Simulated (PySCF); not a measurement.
H$_{2}$S$_{2}$, SMILES `SS`.

Level of theory: PBE/6-31+G* (PySCF), at a geometry from GFN2-xTB. No frequency check shows the geometry to be a minimum. The basis has diffuse s and p functions alone, which still leaves polarisabilities too small, most of all across bonds. GFN2-xTB bond lengths at metals and heavier atoms can be off by up to 0.1 Å and shapes distorted, which carries into these values.

Geometry (Å), atoms numbered from 1:

```
S1       1.0201   -0.0704   -0.0522
S2      -1.0201    0.0704   -0.0522
H3       1.2771    0.8998    0.8356
H4      -1.2771   -0.8998    0.8356
```

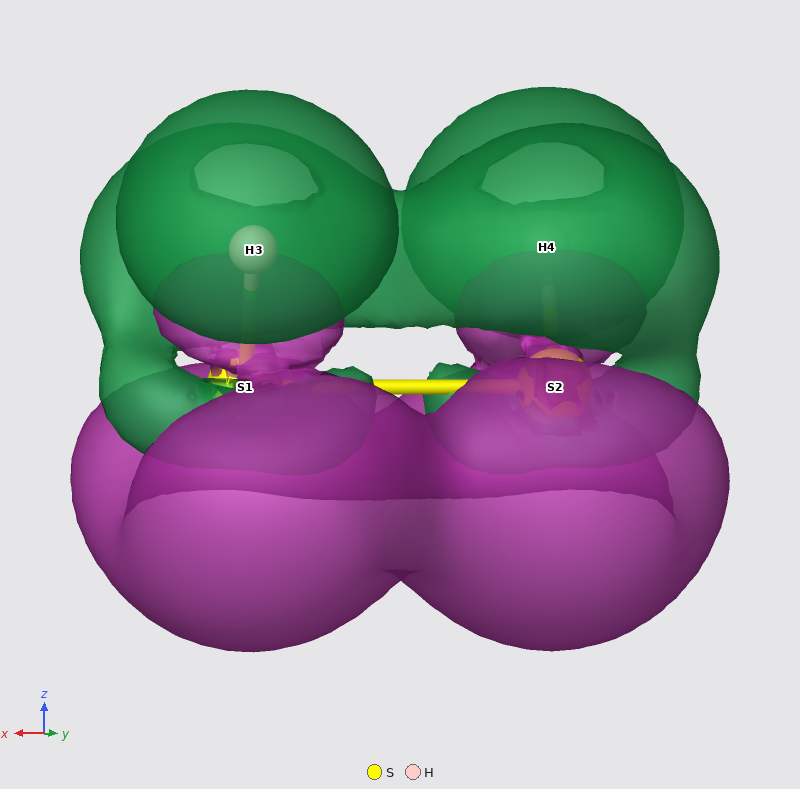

Change of the electron density in a uniform field of 0.21 V/Å, surfaces at ±0.0008 e/Å³ (green: gain, purple: loss).

### Along which Cartesian direction does the field point?

Along −z: electrons gather on the +z side, against the field.

### What dipole is induced, and what polarisability does it imply?

The induced dipole is 0.30 D (along the field); α along this axis, from the fields in both directions, is 30 bohr³ (4.4 Å³).

### Which atoms gain and lose the most charge?

Electrons gather most on H3 and H4 alike (Hirshfeld charge changes by −0.006 e) and leave S1 and S2 alike most (+0.006 e); 0.033 electrons are displaced in all.

Run time: 5 s on 1 thread of Arm Neoverse V2 (shared host), peak memory 0.23 GiB.
